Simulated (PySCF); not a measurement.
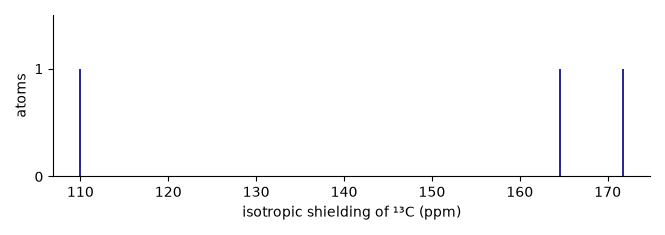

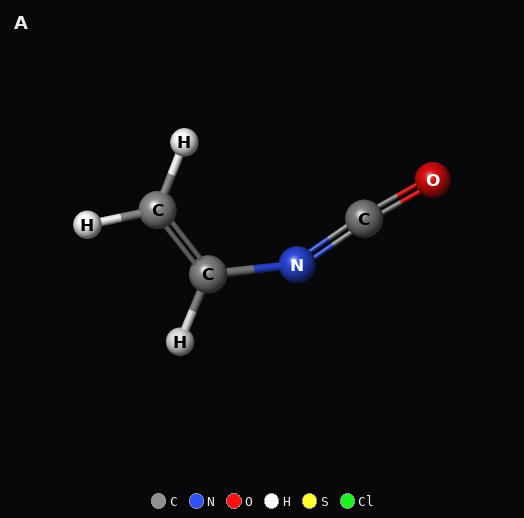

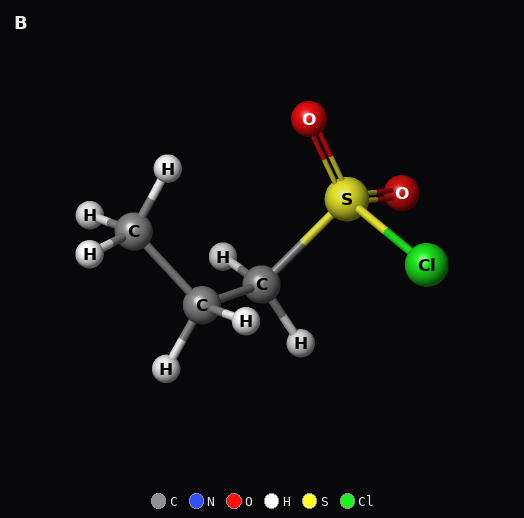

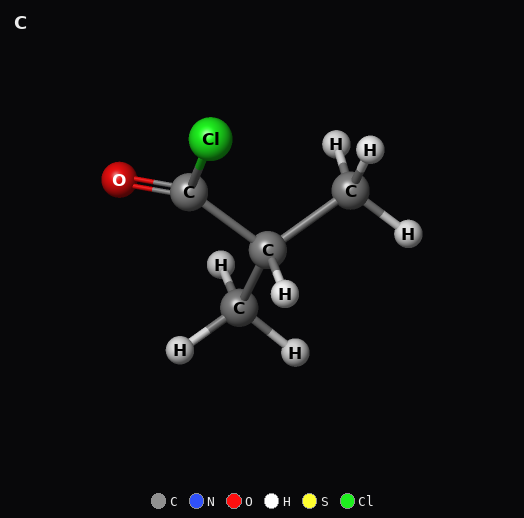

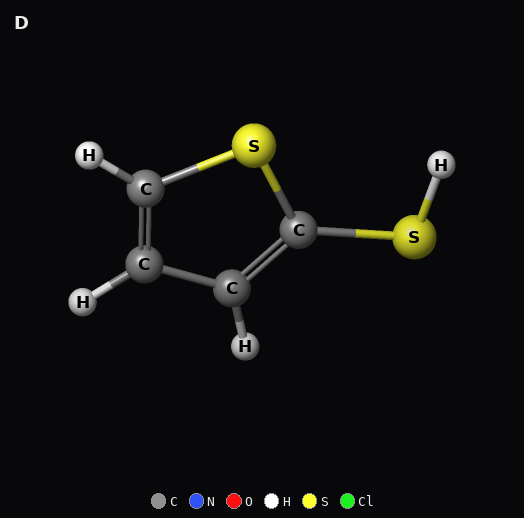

The sticks are computed shieldings of one of the molecules, for one fixed geometry (PBE0-D3(BJ)/def2-SVP) without averaging over rotations. Low shielding means a high chemical shift. Method: GIAO ωB97X-D/pcSseg-1 NMR shielding, non-relativistic, IEF-PCM chloroform (PySCF 2.14.0).

Which molecule gives this pattern?

Answer. B, `CCCS(=O)(=O)Cl`. Its 3 C atoms give lines at 110.0, 164.6, 171.7 ppm.
